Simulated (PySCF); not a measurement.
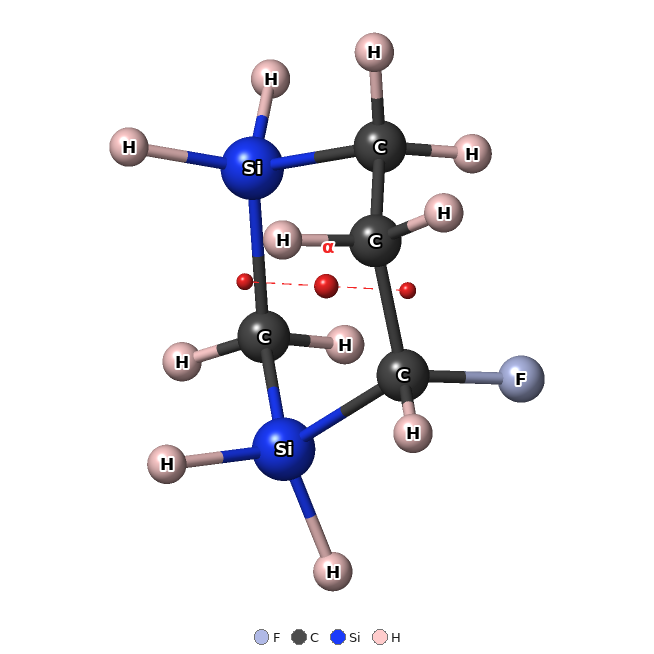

The small points mark where nucleus-independent chemical shifts (NICS) were computed: at the centre of each lettered ring and 1 Å above and below it. The geometry was computed by an optimisation with GFN2-xTB. No frequency run is at hand to confirm it as a minimum. Properties computed with GIAO PBE0/pcSseg-1 NMR shielding, non-relativistic, gas phase (PySCF 2.14.0).

Give NICS(0), NICS(1) and the out-of-plane component NICS(1)zz for each ring (means of the two sides).

| ring | members | NICS(0) | NICS(1) | NICS(1)zz |
| --- | --- | --- | --- | --- |
| α | C4Si2 | −0.9 | −1.4 | 4.5 |

Values in ppm.

**What do the values say about the ring currents?**

Ring α: weak, as in a non-aromatic ring. NICS is one index among several.

The geometry is semi-empirical. Around Si such bond lengths and angles can be off by a tenth of an ångström or more and by several degrees, and values that hang on the shape move with them.
